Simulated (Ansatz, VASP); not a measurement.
# SnGe2: VASP beside Ansatz

Wanted: the spread between two codes on one cell, functional and k mesh. The cell is generated by rule, not measured, and may not be a known phase. The cell is taken from a series of VASP runs on this material, whose earlier steps may have relaxed, scaled or displaced it; both programs get it as it stands. Valence electrons are named where the data sets of a main pair hold unlike numbers.

Main program and level: Ansatz 0.2.0; plane waves, with VASP 6.6.1 beside it; band structure at PBEsol, spin-orbit coupling.

The structure was built from a prototype and need not be the compound's stable phase.

### Step 1. The structure

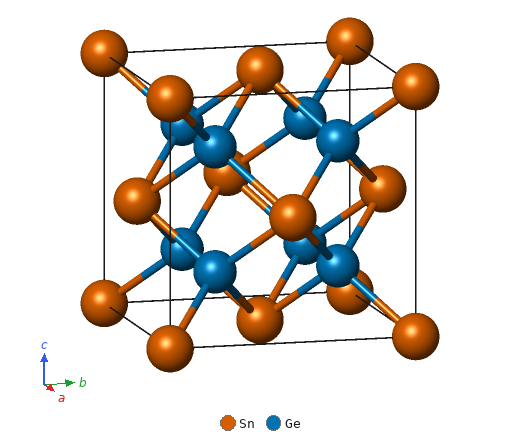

The starting structure, seen slightly off an axis (tin orange, germanium blue). This picture shows the conventional cell, with its axes. Some periodic images of atoms are drawn too.

### Step 2. Ansatz: band structure, PBEsol, spin-orbit coupling

Ansatz runs on its fully relativistic PAW (standard-fr) files.

A single point gives forces, pressure and levels at one fixed geometry, so differences don't come from the geometry; what else differs is listed under the comparison.

input.yaml reads:

```yaml
crystal:
  lattice:
    - [0.0, 3.11607, 3.11607]
    - [3.11607, 0.0, 3.11607]
    - [3.11607, 3.11607, 0.0]
  atoms:
    - { symbol: Sn, position: [0.0, 0.0, 0.0] }
    - { symbol: Ge, position: [0.25, 0.25, 0.25] }
    - { symbol: Ge, position: [0.75, 0.75, 0.75] }
hamiltonian:
  xc: pbesol
  pseudopotentials: { kind: paw_fr }
magnetization:
  noncollinear: true
  spin_orbit: true
kpoints:
  mp_grid: { grid: [8, 8, 8] }
  band_path:
    path:
      - [0.0, 0.0, 0.0]
      - [0.16667, 0.0, 0.16667]
      - [0.33333, 0.0, 0.33333]
      - [0.5, 0.0, 0.5]
      - [0.5, 0.08333, 0.58333]
      - [0.5, 0.18333, 0.68333]
      - [0.5, 0.25, 0.75]
      - [0.45, 0.3, 0.75]
      - [0.40833, 0.34167, 0.75]
      - [0.35, 0.35, 0.7]
      - [0.225, 0.225, 0.45]
      - [0.075, 0.075, 0.15]
      - [0.03333, 0.03333, 0.03333]
      - [0.23333, 0.23333, 0.23333]
      - [0.4, 0.4, 0.4]
      - [0.51667, 0.46667, 0.51667]
      - [0.55833, 0.38333, 0.55833]
      - [0.60833, 0.28333, 0.60833]
      - [0.60833, 0.25, 0.64167]
      - [0.55833, 0.25, 0.69167]
      - [0.51667, 0.25, 0.73333]
      - [0.5, 0.3, 0.7]
      - [0.5, 0.38333, 0.61667]
      - [0.5, 0.48333, 0.51667]
      - [0.475, 0.475, 0.55]
      - [0.425, 0.425, 0.65]
      - [0.38333, 0.38333, 0.73333]
      - [0.59167, 0.18333, 0.59167]
      - [0.55, 0.1, 0.55]
      - [0.5, 0.0, 0.5]
    npoints: 1
scf:
  occupations: { method: gaussian, width: 0.02 }
  n_extra_bands: 14
output:
  forces: true
  stress: true
  eigenvalues: true
```

Launch:

```
ansatz run input.yaml --threads 2 --pin off --max-ram 4608MiB --backend cpu --events-out ev --progress --plain --runs-dir out
```

Numbers of over 12 decimals in the logs are rounded to 6 here.

Log:

```text
scf.n_extra_bands = 14 over 42 filled bands (N_el = 42.0): the run solves 56 bands
Engine: ansatz 0.2.0, aarch64-unknown-linux-gnu
Pseudopotentials: kind: paw_fr
Pseudopotential: Sn, paw_fr, valence charge 14, recommended cutoff 420 eV (normal), Sn.paw.azcp#standard-fr
Pseudopotential: Ge, paw_fr, valence charge 14, recommended cutoff 420 eV (normal), Ge.paw.azcp#standard-fr
Functional definition: PBEsol
  exchange = pbesol_x
  correlation = pbesol_c
non-collinear run that drives no moment, with spin-orbit: no starting moment large enough to seed its density (crystal.atoms[].spin), no starting occupations that ask for one, no magnetisation constraint and no magnetic field, so the semilocal B_xc is pinned to zero
Crystal: 3 atoms, lattice volume = 60.513 Å³
Basis set: ecut = 420 eV, 1243 PW (Γ), exchange–correlation on 60×60×60 points (8 copies of the dense FFT grid, shifted against one another)
Bands: 56, of which v1, the nominal top of the filled ones, is band 42 counted from 1 (41 counted from 0)
Symmetry: 48 space group operations + 48 with time reversal
Magnetic group: BNS 225.117 (UNI 1619), of the structure as read, at distance tolerance 3.9e-5 Å
k-points: 29 of 512
Projection manifold: j_resolved (fully-relativistic pseudo-atomic orbitals)
Non-local potential: Sn, projectors of the file, l = 0: 2, l = 1: 4, l = 2: 4, l = 3: 4
Non-local potential: Ge, projectors of the file, l = 0: 2, l = 1: 4, l = 2: 6, l = 3: 2
PAW form: soft (Blöchl's): semilocal exchange-correlation on the pseudo side does not see the compensation charge
PAW frozen core: Sn, regenerated for the run's functional, and the local potential with it (the file was generated under x = pbe(κ = 0.804, μ = 0.219515), c = pbe(β = 0.066725))
PAW frozen core: Ge, regenerated for the run's functional, and the local potential with it (the file was generated under x = pbe(κ = 0.804, μ = 0.219515), c = pbe(β = 0.066725))
PAW one-centre angular grid: Sn, 590 points (default); XC on 64 Gauss nodes
PAW one-centre angular grid: Ge, 590 points (default); XC on 64 Gauss nodes
Initial density: superposition of atomic densities (chi_scale 0.1, normalization cell, long waves kept (reshape's long-wave potential 0.00 eV rms))
Initial wavefunctions: pseudopotential atomic-orbital guess
Functional: x = pbesol(κ = 0.804, μ = 0.123457), c = pbesol(β = 0.046)
SCF iter   1: F=—  HF=-14457.428881 eV  |F-HF|=—  |Δ(HF+E_count)|=         —  Δρ=2.00e-2  dr2=2.11e-1  dr2_m=0.00e0 (ungated)  ethr=3.10e-3  |M|=0.00e0 ∫|m|=0.00e0 μB  |m|>n=0.0e0 m-floor=0.0e0 τ_xc=0.0e0  β_m=0.30  ⟨swp⟩=6.1  Hψ=3632  notcnv=0  defer=42
preconditioner: auto → none  [insulator: Δε(μ)=0.053 eV  Ē_g=22.978 eV  σ=0.020 eV  W_gap=0.80  n_scr=14 (ndim 8)  ℏωp=30.9 eV  f_vac=0.005  D(μ)=8.14/eV (n_scr^D=112)  ε∞_Penn≈2.8]
SCF iter   2: F=—  HF=-14457.394264 eV  |F-HF|=—  |Δ(HF+E_count)|=   3.46e-2  Δρ=1.34e-2  dr2=8.92e-2  dr2_m=0.00e0 (ungated)  ethr=5.03e-4  |M|=0.00e0 ∫|m|=0.00e0 μB  |m|>n=0.0e0 m-floor=0.0e0 τ_xc=0.0e0  β_m=0.57  ⟨swp⟩=2.0  Hψ=1044  notcnv=0  defer=182
SCF iter   3: F=—  HF=-14457.380226 eV  |F-HF|=—  |Δ(HF+E_count)|=   1.40e-2  Δρ=1.93e-3  dr2=9.46e-4  dr2_m=0.00e0 (ungated)  ethr=2.12e-4  |M|=0.00e0 ∫|m|=0.00e0 μB  |m|>n=0.0e0 m-floor=0.0e0 τ_xc=0.0e0  β_m=0.70  ⟨swp⟩=3.0  Hψ=1435  notcnv=0  defer=186
SCF iter   4: F=—  HF=-14457.380297 eV  |F-HF|=—  |Δ(HF+E_count)|=   7.10e-5  Δρ=4.51e-4  dr2=1.16e-4  dr2_m=0.00e0 (ungated)  ethr=2.25e-6  |M|=0.00e0 ∫|m|=0.00e0 μB  |m|>n=0.0e0 m-floor=0.0e0 τ_xc=0.0e0  β_m=0.64  ⟨swp⟩=2.0  Hψ=1392  notcnv=0  defer=186
SCF iter   5: F=—  HF=-14457.380179 eV  |F-HF|=—  |Δ(HF+E_count)|=   1.18e-4  Δρ=1.55e-4  dr2=6.29e-6  dr2_m=0.00e0 (ungated)  ethr=2.77e-7  |M|=0.00e0 ∫|m|=0.00e0 μB  |m|>n=0.0e0 m-floor=0.0e0 τ_xc=0.0e0  β_m=0.64  ⟨swp⟩=2.0  Hψ=1338  notcnv=0  defer=186
SCF iter   6: F=—  HF=-14457.380178 eV  |F-HF|=—  |Δ(HF+E_count)|=   6.55e-7  Δρ=4.58e-5  dr2=8.82e-7  dr2_m=0.00e0 (ungated)  ethr=1.50e-8  |M|=0.00e0 ∫|m|=0.00e0 μB  |m|>n=0.0e0 m-floor=0.0e0 τ_xc=0.0e0  β_m=0.62  ⟨swp⟩=2.0  Hψ=1338  notcnv=0  defer=186
SCF iter   7: F=-14457.380178 eV  HF=-14457.380178 eV  |F-HF|=1.70e-8  |Δ(HF+E_count)|=   2.11e-7  Δρ=4.73e-6  dr2=1.12e-8  dr2_m=0.00e0 (ungated)  ethr=2.38e-10  |M|=0.00e0 ∫|m|=0.00e0 μB  |m|>n=0.0e0 m-floor=0.0e0 τ_xc=0.0e0  ⟨swp⟩=8.7  Hψ=3788  notcnv=0
SCF 1 converged in 7 iterations: F = -14457.380178 eV  dr2 = 1.12e-8
  greatest PAW one-centre occupation: 0.998 electrons in one spin orbital (limit 2), on the Ge atom at site 1 (counted from 0), in its partial waves of l = 2
NSCF: frozen V_eff on 30 k-points
SCF converged after 7 iterations
Magnetization: |M| = 0.0000 μB,  M = (+0.0000, +0.0000, +0.0000) μB
Absolute magnetization: 0.0000 μB (∫|m|)
  site 0: m = (+0.0000, +0.0000, +0.0000) μB, |m| = 0.0000 μB  (R = 1.11 Å)
  site 1: m = (+0.0000, +0.0000, +0.0000) μB, |m| = 0.0000 μB  (R = 1.11 Å)
  site 2: m = (+0.0000, +0.0000, +0.0000) μB, |m| = 0.0000 μB  (R = 1.11 Å)
Free energy (F): -14457.380178 eV
Harris-Foulkes:  -14457.380178 eV  (|F-HF|=1.70e-8)
Internal energy: -14457.379489 eV  (E = F + TS)
E sigma→0 (E₀):  -14457.379834 eV
Entropy (-TS):   -0.000689 eV (-0.230 meV/atom)
Fermi energy:    12.068342 eV
--- Per-component energies (eV) ---
  E_band       = -278.783191
  E_kinetic    = 416.946038
  E_local      = -5288.407150  (includes V_loc(G=0)·N_el)
  E_nonlocal   = 805.444214
  E_hartree    = 2494.786628
  E_xc         = -533.388487
  E_vxc        = -231.447640  (∫ρ·V_xc dr)
  E_paw        = -8020.547946  (= ΣΔE_a)
  E_vpaw       = -970.890822  (= ΣTr[D̂ρ^β])
  E_aug_tail   = 0.000583  (compensation charges beyond the density's cutoff)
  E_ewald      = -4334.343787
  E_core_change = 2.130418  (= ΣΔE_core)
  E_smearing   = -0.000689  (= −TS)
  E_closure    = 0.000000  (closes the sum)
  Σ components = -14457.380178   (vs F -14457.380178, Δ=0.00e0)
--- Forces (eV/Å), atoms counted from 1 ---
  atom   1  Sn    -0.00000000     0.00000000     0.00000000
  atom   2  Ge     0.00000000    -0.00000000     0.00000000
  atom   3  Ge     0.00000000    -0.00000000     0.00000000
  max |Σ_I F_I| component: 9.25e-18 eV/Å
--- Stress (GPa, compression-positive) ---
       17.096626       0.000000      -0.000000
       -0.000000      17.096626       0.000000
        0.000000       0.000000      17.096626
  P = ⅓ Tr σ = 17.0966 GPa (170.966 kbar)
--- Band table (eV; the first three rows and the last of 29) ---
  k-point 0: bands = [... 38 lower, 10.4552, 10.4552, 10.7292, 10.7292, 11.3211, 11.3211, 11.3211, 11.3211, ... 10 higher]
  k-point 1: bands = [... 38 lower, 10.0300, 10.0300, 11.1472, 11.1472, 11.4060, 11.4060, 11.6889, 11.6889, ... 10 higher]
  k-point 2: bands = [... 38 lower, 9.5211, 9.5211, 11.4197, 11.4197, 11.5902, 11.5902, 11.7633, 11.7633, ... 10 higher]
  k-point 28: bands = [... 38 lower, 10.8237, 10.8237, 10.9139, 10.9139, 13.5373, 13.5373, 14.7000, 14.7000, ... 10 higher]
```

The job ended after 19 s (2 threads of Arm Neoverse V1, shared host; peak memory 0.59 GiB; 37 s of CPU time).

In the SCF lines HF is the Harris–Foulkes energy and dr2 the Hartree energy of the density residual, in eV; the loop may stop once dr2 is under the threshold and the program's other checks hold. Hψ counts applications of the Hamiltonian.

### Step 3. VASP: band structure, PBEsol, spin-orbit coupling

The same cell, functional, mesh and smearing now go to VASP, with its own data sets.

Lines of VASP's logs that name or quote its potential files are left out, and so is its time.

INCAR reads:

```
SYSTEM = SnGe2
PREC = Accurate
ENCUT = 410
EDIFF = 1E-06
NELM = 100
ISMEAR = 0
SIGMA = 0.02
LREAL = .FALSE.
ALGO = Normal
GGA = PS
LNONCOLLINEAR = .TRUE.
MAGMOM = 0 0 0 0 0 0 0 0 0
NBANDS = 54
GGA_COMPAT = .FALSE.
LASPH = .TRUE.
LSORBIT = .TRUE.
LORBIT = 11
LWAVE = .FALSE.
LCHARG = .FALSE.
KPAR = 4
ISIF = 2
```

POSCAR reads:

```
SnGe2
1.0
    0.0000000000      3.1160700000      3.1160700000
    3.1160700000      0.0000000000      3.1160700000
    3.1160700000      3.1160700000      0.0000000000
Sn Ge
1 2
Direct
    0.0000000000      0.0000000000      0.0000000000
    0.2500000000      0.2500000000      0.2500000000
    0.7500000000      0.7500000000      0.7500000000
```

KPOINTS reads:

```
Automatic mesh
0
Gamma
8 8 8
0 0 0
```

KPOINTS_OPT reads:

```
Line mode
16
Line-mode
Reciprocal
  0.00000000   0.00000000   0.00000000 GAMMA
  0.50000000   0.00000000   0.50000000 X

  0.50000000   0.00000000   0.50000000 X
  0.50000000   0.25000000   0.75000000 W

  0.50000000   0.25000000   0.75000000 W
  0.37500000   0.37500000   0.75000000 K

  0.37500000   0.37500000   0.75000000 K
  0.00000000   0.00000000   0.00000000 GAMMA

  0.00000000   0.00000000   0.00000000 GAMMA
  0.50000000   0.50000000   0.50000000 L

  0.50000000   0.50000000   0.50000000 L
  0.62500000   0.25000000   0.62500000 U

  0.62500000   0.25000000   0.62500000 U
  0.50000000   0.25000000   0.75000000 W

  0.50000000   0.25000000   0.75000000 W
  0.50000000   0.50000000   0.50000000 L

  0.50000000   0.50000000   0.50000000 L
  0.37500000   0.37500000   0.75000000 K

  0.62500000   0.25000000   0.62500000 U
  0.50000000   0.00000000   0.50000000 X
```

PAW data sets: Sn_d and Ge_d (PBE family, release 64).

Launch:

```
mpirun -np 4 vasp_ncl
```

Log:

```text
[banner, memory and clock lines left out]
running    4 mpi-ranks, on    1 nodes
 distrk:  each k-point on    1 cores,    4 groups
 distr:  one band on    1 cores,    1 groups

 POSCAR found type information on POSCAR SnGe
 POSCAR found :  2 types and       3 ions
|                                                                             |
|               ----> ADVICE to this user running VASP <----                  |
|                                                                             |
|     You enforced a specific xc type in the INCAR file but a different       |
|     [... a line on the potential file left out ...]
|     I HOPE YOU KNOW WHAT YOU ARE DOING!                                     |
|                                                                             |

 LDA part: xc-table for (Slater+PW92), standard interpolation
 POSCAR, INCAR and KPOINTS ok, starting setup
 FFT: planning ... GRIDC
 FFT: planning ... GRID_SOFT
 FFT: planning ... GRID
 WAVECAR not read
 entering main loop
       N       E                     dE             d eps       ncg     rms          rms(c)
DAV:   1     0.439651777573E+03    0.43965E+03   -0.16907E+04  3780   0.352E+03
DAV:   2     0.844802498205E+02   -0.35517E+03   -0.34216E+03  3132   0.886E+02
DAV:   3    -0.523478885216E+01   -0.89715E+02   -0.87895E+02  3252   0.249E+02
DAV:   4    -0.124376103270E+02   -0.72028E+01   -0.71218E+01  3730   0.816E+01
DAV:   5    -0.126275705193E+02   -0.18996E+00   -0.18961E+00  3604   0.144E+01    0.401E+00
DAV:   6    -0.125510454213E+02    0.76525E-01   -0.11094E-01  4458   0.373E+00    0.214E+00
DAV:   7    -0.125144725866E+02    0.36573E-01   -0.31971E-02  3910   0.231E+00    0.992E-01
DAV:   8    -0.125130077826E+02    0.14648E-02   -0.44773E-03  3500   0.621E-01    0.116E-01
DAV:   9    -0.125126372341E+02    0.37055E-03   -0.68394E-04  3940   0.378E-01    0.380E-02
DAV:  10    -0.125126446149E+02   -0.73808E-05   -0.56915E-05  3542   0.891E-02    0.171E-02
DAV:  11    -0.125126465519E+02   -0.19369E-05   -0.62134E-06  3528   0.283E-02    0.300E-03
DAV:  12    -0.125126465303E+02    0.21556E-07   -0.13285E-06  2494   0.197E-02
   1 F= -.12512647E+02 E0= -.12512304E+02  d E =-.685943E-03  mag=    -0.0000     0.0000    -0.0000
 Start KPOINTS_OPT (optional k-point list driver)
k-point batch [1-29\160]
       N       E                     dE             ncg
DAV:   1     0.149326701958E+03   -0.23648E+05     3734
DAV:   2    -0.101593530384E+05   -0.10309E+05     3132
DAV:   3    -0.126390346123E+05   -0.24797E+04     3264
DAV:   4    -0.128304645880E+05   -0.19143E+03     3872
DAV:   5    -0.128355198669E+05   -0.50553E+01     3702
DAV:   6    -0.128357258397E+05   -0.20597E+00     4596
DAV:   7    -0.128357293131E+05   -0.34734E-02     3852
DAV:   8    -0.128357294326E+05   -0.11948E-03     4616
DAV:   9    -0.128357294340E+05   -0.14170E-05     2500
DAV:  10    -0.128357294342E+05   -0.21453E-06     2082
[...]
k-point batch [146-160\160]
       N       E                     dE             ncg
DAV:   1     0.155123953344E+05   -0.17814E+05     1890
DAV:   2     0.101611541867E+05   -0.53512E+04     1620
DAV:   3     0.887531555020E+04   -0.12858E+04     1674
DAV:   4     0.878268276087E+04   -0.92633E+02     1944
DAV:   5     0.878034837975E+04   -0.23344E+01     2048
DAV:   6     0.878025856261E+04   -0.89817E-01     2392
DAV:   7     0.878025645815E+04   -0.21045E-02     2120
DAV:   8     0.878025640575E+04   -0.52403E-04     2376
DAV:   9     0.878025640514E+04   -0.60128E-06     1370
```

(Part 1 of 2 ends here.)

[Lines on the potential files, build, host, timing and source positions are cut from VASP's logs without a mark.]

[Logs are printed without paths, hosts, clocks, repeated set-up lines and the standing remarks that a program may print on its own settings, such as how far it seeks lower states.]

[Hosts, paths, dates, database ids (printed as entryN), source tags and the programs' standing remarks are cut or masked in the printed files.]
